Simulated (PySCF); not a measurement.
## Electronic structure of SnP (doublet) in real space

```yaml
atoms:
  - { symbol: Sn, position_ang: [0.0000, 0.0000, -0.4847] }
  - { symbol: P, position_ang: [0.0000, 0.0000, 1.8763] }
```

Core potentials replace the inner electrons of Sn.

Computed with PBE0/def2-SVPD, non-relativistic Hamiltonian with scalar-relativistic core potentials where named, at a bond length of 2.361 Å (PySCF 2.14.0).

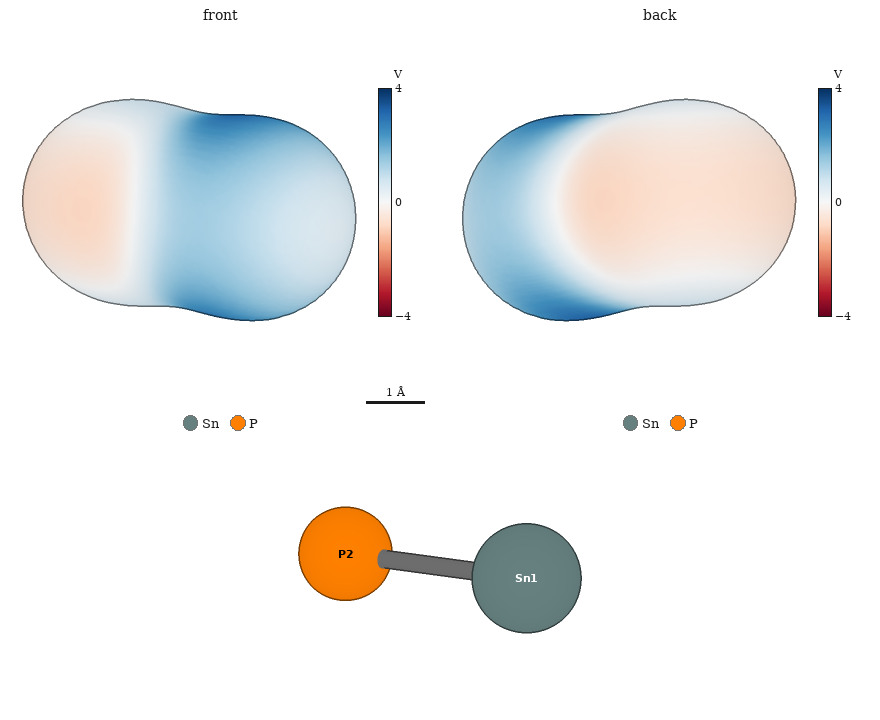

Figure 1. The molecular electrostatic potential painted on the density surface at 0.004 e/bohr³, seen from the front and from behind; the colour scale runs from red (negative) to blue (positive). The bare structure is drawn below in the same view.

Q: Where is the surface potential most negative and most positive?

A: The most negative region (about −0.8 V) lies over P2, the most positive (about +3.1 V) over Sn1.

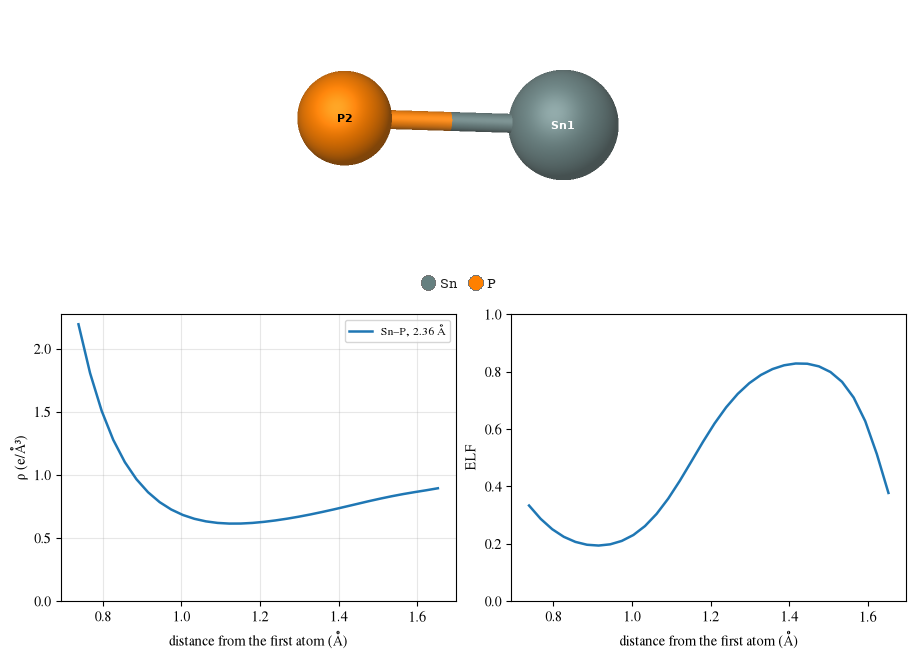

Figure 2. Electron density and electron localisation function along straight lines between neighbouring atoms. The curves leave out the atomic cores. The structure is drawn too.

Q: What can be read from the curves?

A: Sn–P (2.36 Å): ρ is about 0.62 e/Å³ halfway; the ELF peaks at about 0.85 in the valence shell of P, 0.9 Å from its nucleus, and drops to about 0.20 between the two atoms.
